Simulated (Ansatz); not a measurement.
**TiB: stress in a strained cell**

Aim: deform TiB (zz strain of +1 %) and compute stress, forces and field gradients with LAPW, PAW and all-electron datasets made for the crystal.

Computed with Ansatz 0.2.0 (DFT LDA, scalar-relativistic, unless a step's input says otherwise).

## 1. The starting structure

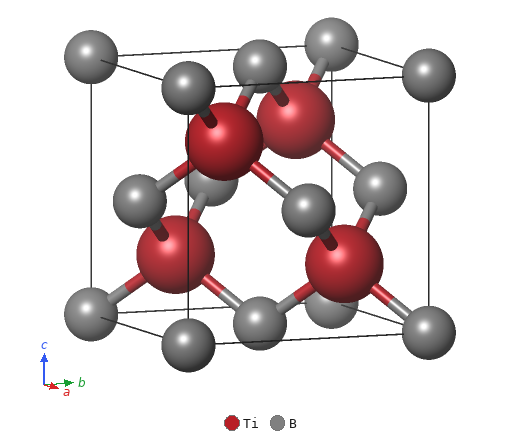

The starting structure, seen slightly off an axis (titanium red, boron grey). Atoms on the faces are drawn again on the opposite ones. The cell drawn here is the conventional one.

As a file:

```xyz
2
Lattice="0.0000 2.1010 2.1010 2.1010 0.0000 2.1010 2.1010 2.1010 0.0000" Properties=species:S:1:pos:R:3 pbc="T T T"
Ti    3.1515    3.1515    3.1515
B     0.0000    0.0000    0.0000
```

Atoms are numbered in the order of the input: Ti1, B2.

## 2. After the deformation

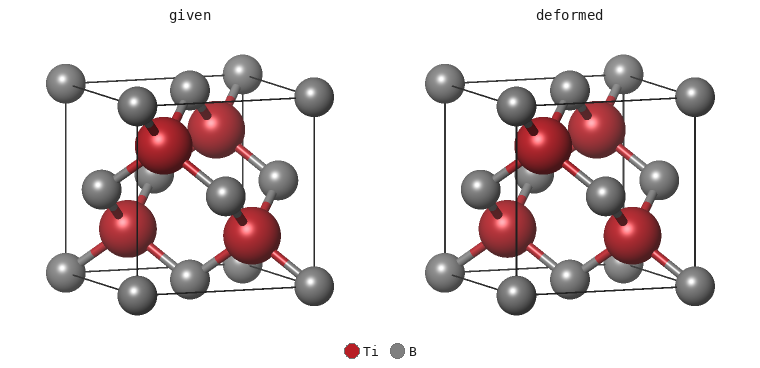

Given and deformed, at one scale.

Space group F-43m before, I-4m2 after.

## 3. LAPW, all electrons

input.yaml reads:

```yaml
crystal:
  lattice:
    - [0.0, 2.101, 2.12201]
    - [2.101, 0.0, 2.12201]
    - [2.101, 2.101, 0.0]
  atoms:
    - { symbol: Ti, position: [0.75, 0.75, 0.75] }
    - { symbol: B, position: [0.0, 0.0, 0.0] }
kpoints:
  mp_grid: { grid: [13, 13, 13] }
  band_path:
    path:
      - [0.0, 0.0, 0.0]
      - [0.5, 0.0, 0.5]
      - [0.75, 0.25, 0.5]
      - [0.5, 0.5, 0.5]
      - [0.0, 0.0, 0.0]
      - [0.5, 0.5, 0.0]
      - [0.6274629938, 0.6274629938, 0.2549259876]
      - [0.3725370062, 0.3725370062, 0.7450740124]
      - [0.0, 0.0, 0.0]
    npoints: 5
scf:
  occupations: { method: fermi_dirac, width: 0.05 }
hamiltonian:
  xc: lda
  pseudopotentials: { kind: all_electron, lapw: { basis_error: 0.00025 } }
output:
  forces: true
  stress: true
  eigenvalues: true
```

Run with:

```bash
$ ansatz run input.yaml --threads 1 --pin off --max-ram 3072MiB --backend cpu --events-out ev --progress --plain --runs-dir out
```

The log of the run (excerpt; [...] marks lines left out):

```text
LAPW: plane waves up to 11.142 Å⁻¹, error target 2.5e-4 eV per atom; small_component_spin mean_spin; B in spheres of 0.778 Å, 5 of its electrons in bands, Dirac shells []; Ti in spheres of 1.047 Å, 20 of its electrons in bands, Dirac shells []
[...]
Pseudopotentials: kind: all_electron
Pseudopotential: Ti, LAPW, valence charge 20, Koelling and Harmon's equation, gaussian nucleus
Pseudopotential: B, LAPW, valence charge 5, Koelling and Harmon's equation, gaussian nucleus
Functional definition: SPW92
[...]
Crystal: 2 atoms, lattice volume = 18.734 Å³
Basis set: ecut = 473.01746541070514 eV, 427 PW (Γ), exchange–correlation at level 2
Bands: 17, of which v1, the nominal top of the filled ones, is band 13 counted from 1 (12 counted from 0)
Symmetry: 8 space group operations
Space group: I-4m2 (ITA 119), of the structure as read, at distance tolerance 2.7e-5 Å
k-points: 196 of 2197 (time reversal used)
[...]
SCF iter   1: F=—  HF=-23851.791709 eV  |F-HF|=—  |Δ(HF+E_count)|=         —  Δρ=1.38e-1  dr2=4.13e0  ethr=1.65e-2  ⟨swp⟩=2.0  Hψ=22332  notcnv=0
[...]
the basis was enlarged: its passes take 461.8 KiB over the memory plan, 1 of 1 planned eigensolver slots
[...]
SCF iter   7: F=-23850.286947 eV  HF=-23850.286947 eV  |F-HF|=3.60e-9  |Δ(HF+E_count)|=   2.08e-7  Δρ=7.83e-6  dr2=7.48e-9  ethr=4.60e-9  ⟨swp⟩=2.0  Hψ=9338  notcnv=0
[...]
NSCF: frozen V_eff on 41 k-points
SCF converged after 7 iterations
Free energy (F): -23850.286947 eV
[...]
E sigma→0 (E₀):  -23850.283190 eV
Entropy (-TS):   -0.007514 eV (-3.757 meV/atom)
Fermi energy:    15.304086 eV
[...]
--- Forces (eV/Å), atoms counted from 1 ---
  atom   1  Ti    -0.00000000    -0.00000000    -0.00000000
  atom   2  B      0.00000000     0.00000000     0.00000000
[...]
--- Stress (GPa, compression-positive) ---
      100.755171       0.000000      -0.000000
        0.000000     100.755171       0.000000
       -0.000000       0.000000     102.840025
  P = ⅓ Tr σ = 101.4501 GPa (1014.501 kbar)
--- Band table (eV; the first three rows and the last of 196) ---
  k-point 0: bands = ["-511.2435", "-419.7154", "-419.7154", "-419.7143", "-153.5289", "-38.9306", "-15.3767", "-15.3669", "-15.3669", "6.5766", "13.3929", "13.4286", "13.4286", "18.4813", "18.5960", "27.6213", "27.8881"]
[...]
```

Run time: 44 s. Hardware: 1 thread of Intel Xeon Platinum 8375C at 2.90GHz (Ice Lake), shared host; peak memory 0.57 GiB.

This run gives: pressure 101.45 GPa; no gap.

## 4. Frozen-core PAW

input.yaml reads:

```yaml
crystal:
  lattice:
    - [0.0, 2.101, 2.12201]
    - [2.101, 0.0, 2.12201]
    - [2.101, 2.101, 0.0]
  atoms:
    - { symbol: Ti, position: [0.75, 0.75, 0.75] }
    - { symbol: B, position: [0.0, 0.0, 0.0] }
kpoints:
  mp_grid: { grid: [13, 13, 13] }
scf:
  occupations: { method: fermi_dirac, width: 0.05 }
hamiltonian:
  xc: lda
  pseudopotentials: { kind: paw }
output:
  forces: true
  stress: true
  eigenvalues: true
  efg: { contact_densities: true }
```

Run with:

```bash
$ ansatz run input.yaml --threads 1 --pin off --max-ram 3072MiB --backend cpu --events-out ev --progress --plain --runs-dir out
```

The log of the run (excerpt; [...] marks lines left out):

```text
[...]
Pseudopotentials: kind: paw
Pseudopotential: Ti, paw, valence charge 12, recommended cutoff 420 eV (normal)
Pseudopotential: B, paw, valence charge 3, recommended cutoff 420 eV (normal)
Functional definition: SPW92
[...]
Crystal: 2 atoms, lattice volume = 18.734 Å³
Basis set: ecut = 420 eV, 339 PW (Γ)
Bands: 12, of which v1, the nominal top of the filled ones, is band 8 counted from 1 (7 counted from 0)
Symmetry: 8 space group operations
Space group: I-4m2 (ITA 119), of the structure as read, at distance tolerance 2.7e-5 Å
k-points: 196 of 2197 (time reversal used)
[...]
SCF iter   1: F=—  HF=-2596.224544 eV  |F-HF|=—  |Δ(HF+E_count)|=         —  Δρ=1.10e-2  dr2=2.19e-2  ethr=1.77e-3  ⟨swp⟩=4.8  Hψ=11610  notcnv=0
[...]
Fermi energy:    14.782355 eV
[...]
--- Forces (eV/Å), atoms counted from 1 ---
  atom   1  Ti    -0.00000000    -0.00000000     0.00000000
  atom   2  B      0.00000000     0.00000000     0.00000000
[...]
--- Stress (GPa, compression-positive) ---
      100.498050      -0.000000      -0.000000
        0.000000     100.498050      -0.000000
       -0.000000      -0.000000     102.580072
  P = ⅓ Tr σ = 101.1921 GPa (1011.921 kbar)
--- PAW observables at the nuclei: V_zz in 10²¹ V/m², potentials from the cell's mean, atoms counted from 1 ---
  atom   1  Ti V_zz =    -0.182211   η = 0.0000   by run symmetry: allowed
            electrostatic potential = -2535.540947 V   contact ρ = 56427.407920 e/Å³
  atom   2  B  V_zz =    -0.000948   η = 0.0000   by run symmetry: allowed
            electrostatic potential = -334.951271 V   contact ρ = 480.806580 e/Å³
--- Band table (eV; the first three rows and the last of 196) ---
  k-point 0: bands = ["-39.4638", "-15.9049", "-15.8951", "-15.8951", "6.0563", "12.8729", "12.9084", "12.9084", "17.9584", "18.0731", "27.0956", "27.3663"]
[...]
```

Run time: 4.2 s. Hardware: 1 thread of Intel Xeon Platinum 8375C at 2.90GHz (Ice Lake), shared host; peak memory 0.41 GiB.

Result: pressure 101.19 GPa; no gap; Vzz Ti1 -0.18 (η = 0.00), B2 0 (by symmetry or below 0.004) (10²¹ V/m²).

## 5. All-electron PAW on datasets made for the crystal

Changes to input.yaml since step 4:

```diff
@@ -14,3 +14,3 @@
   xc: lda
-  pseudopotentials: { kind: paw }
+  pseudopotentials: { kind: all_electron, datasets: crystal }
 output:
```

Run with:

```bash
$ ansatz run input.yaml --threads 1 --pin off --max-ram 3072MiB --backend cpu --events-out ev --progress --plain --runs-dir out
```

The log of the run (excerpt; [...] marks lines left out):

```text
[...]
Pseudopotentials: kind: all_electron
Pseudopotential: Ti, paw, valence charge 12, recommended cutoff 440 eV (normal), Koelling and Harmon's equation, gaussian nucleus
Pseudopotential: B, paw, valence charge 5, recommended cutoff 440 eV (normal), Koelling and Harmon's equation, gaussian nucleus
Functional definition: SPW92
[...]
Crystal: 2 atoms, lattice volume = 18.734 Å³
Basis set: ecut = 440 eV, 395 PW (Γ)
Bands: 12, of which v1, the nominal top of the filled ones, is band 8 counted from 1 (7 counted from 0)
Symmetry: 8 space group operations
Space group: I-4m2 (ITA 119), of the structure as read, at distance tolerance 2.7e-5 Å
k-points: 196 of 2197 (time reversal used)
[...]
SCF iter   1: F=—  HF=-23851.751754 eV  |F-HF|=—  |Δ(HF+E_count)|=         —  Δρ=1.57e-1  dr2=5.25e0  ethr=3.44e-2  ⟨swp⟩=2.0  Hψ=12396  notcnv=0
[...]
  atom   1  Ti    -0.00000000     0.00000000    -0.00000000
  atom   2  B      0.00000000     0.00000000     0.00000000
[...]
--- Stress (GPa, compression-positive) ---
      100.758093       0.000000      -0.000000
       -0.000000     100.758093      -0.000000
       -0.000000      -0.000000     102.842826
  P = ⅓ Tr σ = 101.4530 GPa (1014.530 kbar)
  It holds what live shells' own plane waves past their cutoff add
--- PAW observables at the nuclei: V_zz in 10²¹ V/m², potentials from the cell's mean, atoms counted from 1 ---
  atom   1  Ti V_zz =    -0.180341   η = 0.0000   by run symmetry: allowed
            electrostatic potential = -2532.470219 V   contact ρ = 56473.762946 e/Å³
  atom   2  B  V_zz =    -0.003272   η = 0.0000   by run symmetry: allowed
            electrostatic potential = -332.662309 V   contact ρ = 480.845003 e/Å³
--- Band table (eV; the first three rows and the last of 196) ---
  k-point 0: bands = ["-38.9306", "-15.3767", "-15.3669", "-15.3669", "6.5766", "13.3929", "13.4286", "13.4286", "18.4813", "18.5960"]
[...]
```

Run time: 19 s. Hardware: 1 thread of Intel Xeon Platinum 8375C at 2.90GHz (Ice Lake), shared host; peak memory 0.67 GiB.

This run gives: pressure 101.45 GPa; no gap; Vzz Ti1 -0.18 (η = 0.00), B2 0 (by symmetry or below 0.004) (10²¹ V/m²).

## 6. Stress and forces compared

Stress (GPa, compression positive):

```tsv
method	xx	yy	zz	yz	xz	xy
LAPW	100.76	100.76	102.84	0.00	0.00	0.00
PAW	100.50	100.50	102.58	0.00	0.00	0.00
crystal datasets	100.76	100.76	102.84	0.00	0.00	0.00
```

```
          method  pressure (GPa)  Vzz Ti1 (10²¹ V/m²)  SCF cycles, all passes
            LAPW          101.45                    –                       7
             PAW          101.19                -0.18                       6
crystal datasets          101.45                -0.18                       8
```

## 7. Results

| quantity | value |
| --- | --- |
| pressure | LAPW 101.45, PAW 101.19, crystal datasets 101.45 GPa |
| largest shear or deviatoric stress (LAPW) | 1.39 GPa |

The largest part of the stress beyond the pressure is 1.39 GPa in size, in the zz component; the atoms are carried along and not relaxed. No run of the undeformed cell stands beside it, so the pressure holds what the given cell had before the change. PAW: stress within 0.26 GPa of LAPW. Crystal datasets: stress within 0.01 GPa of LAPW.
